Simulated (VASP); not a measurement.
Band structure of CdTe (space group P6_3mc). Computed with r2SCAN meta-GGA, VASP's PBE PAW potentials (set 64) (plane waves; VASP).

Unless said otherwise, spin-orbit coupling is left out, though it shifts the bands of the heavy elements here.

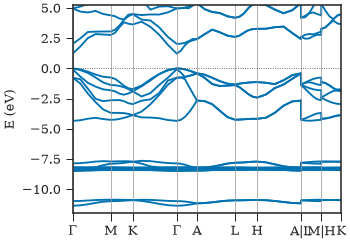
Bands along high-symmetry lines, zero at the valence-band maximum or, without a gap, the Fermi level

Read the plot: is there a gap, and where are the band edges?

The gap is direct, 1.22 eV, from the valence maximum at Γ to the conduction minimum at Γ.

The structure comes from a computed database's CdTe entry (P6_3mc); how it stands against other phases isn't given here. It was relaxed first.
